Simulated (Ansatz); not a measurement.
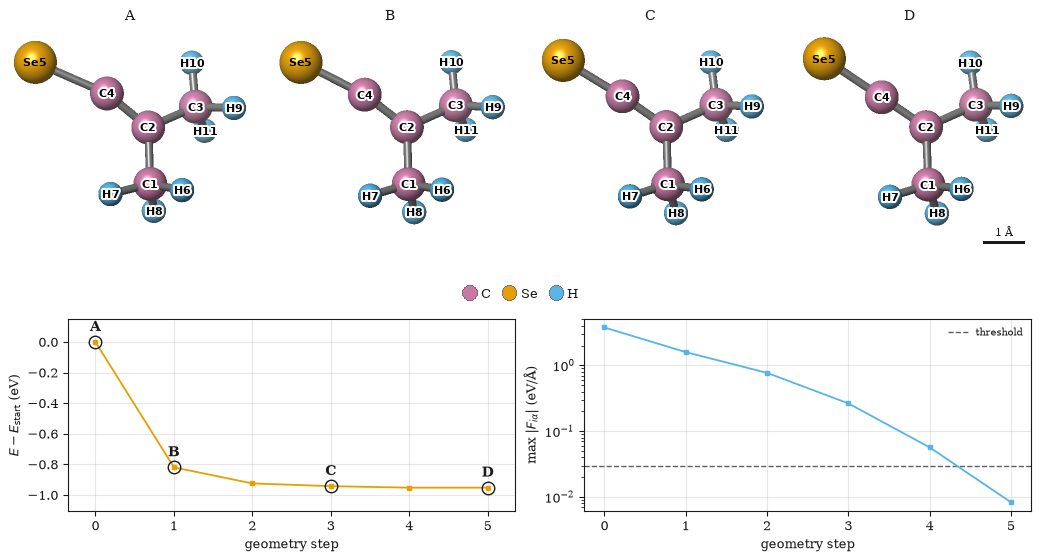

Frames of a relaxation of C₄H₆Se (coarse preliminary run), marked on the history of the run. Style: ball-and-stick. Shown at a tilt.

The start comes from a force field.

Level of theory: RKS PBE-D4/def2-SVP in Ansatz 0.2.0. Settings: force threshold 0.03 eV/Å; at most 200 steps.

What happens along the run?

Over 5 geometry steps the energy falls by 0.952 eV. Largest force component: 3.8 eV/Å at the start, 0.0083 eV/Å at the end. The atom that moves furthest after the best rigid fit is Se5 (0.25 Å). Largest moves by element: Se 0.25 Å, C 0.18 Å, H 0.10 Å. Some distances before and after: C4–Se5 1.928 → 1.716 Å, C3–H9 1.171 → 1.112 Å, C1–H8 1.059 → 1.112 Å, C1–H7 1.159 → 1.106 Å. Among the angles between lasting bonds that change: C2–C4–Se5 162.2° → 179.9°, H6–C1–H8 113.0° → 107.2°, C1–C2–C4 125.7° → 121.0°. Cost: 8.5 s on 4 threads of Arm Neoverse V1, on a shared host. From step 0 to 1: Se5 moves most (0.14 Å), energy −0.819 eV. From step 1 to 3: Se5 moves most (0.09 Å), energy −0.123 eV. From step 3 to 5: Se5 moves most (0.06 Å), energy −0.010 eV.
